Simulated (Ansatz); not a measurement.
# HF/6-31G run of [BH4]− (SMILES [H][B-]([H])([H])[H])

Aim: the vertical ionisation energy of [BH4]− at HF/6-31G, from 2 runs. 

Program for the calculation: Ansatz 0.2.0.

**1. The molecule**

[BH4]− has 5 atoms, charge -1, and is taken as a singlet. As SMILES, `[H][B-]([H])([H])[H]`. The coordinates come from a GFN2-xTB relaxation.

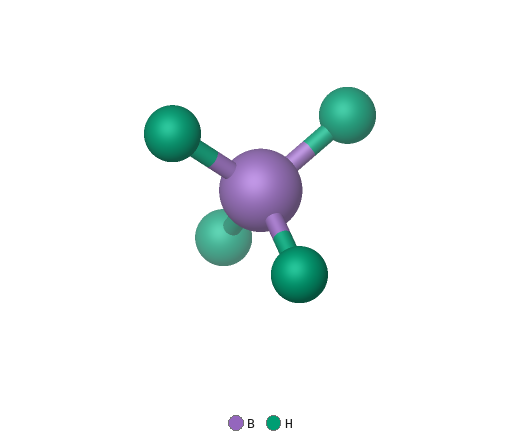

Viewed from a chosen angle; boron purple, hydrogen teal.

**2. The energy at HF/6-31G**

Input file input.yaml:

```yaml
crystal:
  periodic: [false, false, false]
  atoms:
    - {symbol: B, position_ang: [0.000000, -0.000190, -0.000050]}
    - {symbol: H, position_ang: [0.011880, -0.020580, 1.229120]}
    - {symbol: H, position_ang: [1.154650, 0.011840, -0.420810]}
    - {symbol: H, position_ang: [-0.587600, 1.007810, -0.387560]}
    - {symbol: H, position_ang: [-0.578930, -0.998880, -0.420690]}
basis:
  gaussian:
    orbitals: 6-31G
total_charge: -1
hamiltonian:
  xc: hf
accuracy: high
```

On the command line:

```bash
$ ansatz run input.yaml --threads 1 --pin off --max-ram 2610MiB --events-out events.jsonl --progress --plain --runs-dir runs
```

Log:

```text
Warning: RAYON_NUM_THREADS=1 ignored (pool sized by the plan → 1); use --threads N
Functional definition: HF
  name "HF"
  exchange = exact_x
  correlation = 0
413 factors; integrals over basis functions are off by at most 2.7e-9 eV
mean field evaluation 1: about -732.8921 eV, gradient 1.1e1 eV
mean field evaluation 2: about -732.8915 eV, gradient 1.0e1 eV
mean field evaluation 4: about -733.3908 eV, gradient 5.4e-1 eV
mean field evaluation 8: about -733.3919 eV, gradient 4.3e-8 eV
mean field -733.39191832 eV, -26.9516558874 hartree, gradient 1.2e-8 eV, S^2 0.000000; 0 other end points of the search recorded, 0 dependent functions left out
reference -733.39191832 eV, -26.9516558874 hartree; 5, 5 occupied and 12, 12 virtual orbitals, 413 factors
Total energy: -733.39191832 eV, -26.9516558874 hartree
```

Wall time 0.1 s (1 thread of Arm Neoverse V2, shared host).

**3. Doublet neutral BH4**

Input file input.yaml:

```yaml
crystal:
  periodic: [false, false, false]
  atoms:
    - symbol: B
      position_ang: [0.000000, -0.000190, -0.000050]
    - symbol: H
      position_ang: [0.011880, -0.020580, 1.229120]
    - symbol: H
      position_ang: [1.154650, 0.011840, -0.420810]
    - symbol: H
      position_ang: [-0.587600, 1.007810, -0.387560]
    - symbol: H
      position_ang: [-0.578930, -0.998880, -0.420690]
basis:
  gaussian:
    orbitals: 6-31G
hamiltonian:
  xc: hf
magnetization:
  spin_polarized: true
  initial_magnetization: 1
accuracy: high
```

On the command line:

```bash
$ ansatz run input.yaml --threads 1 --pin off --max-ram 2610MiB --events-out events.jsonl --progress --plain --runs-dir runs
```

Log (excerpt; [...] marks lines left out):

```text
Warning: RAYON_NUM_THREADS=1 ignored (pool sized by the plan → 1); use --threads N
[... 2 set-up lines as earlier in the session ...]
[...]
409 factors; integrals over basis functions are off by at most 2.7e-9 eV
[...]
mean field -729.87767484 eV, -26.8225098216 hartree, gradient 1.5e-8 eV, S^2 0.757664; 3 other end points of the search recorded, 0 dependent functions left out
reference -729.87767484 eV, -26.8225098216 hartree; 5, 4 occupied and 12, 13 virtual orbitals, 409 factors
Total energy: -729.87767484 eV, -26.8225098216 hartree
```

It took 0.18 s on 1 thread of Arm Neoverse V2, shared host.

**4. What came out**

Level: HF/6-31G.

| quantity | value |
| --- | --- |
| singlet [BH4]−: total energy | -26.95166 Eh |
| doublet neutral BH4: total energy | -26.82251 Eh |
| doublet neutral BH4: ⟨S²⟩ | 0.758 |
| vertical detachment energy (to the doublet neutral) | 3.514 eV |

What this shows: Removing an electron at fixed nuclei costs 3.51 eV (339 kJ/mol).
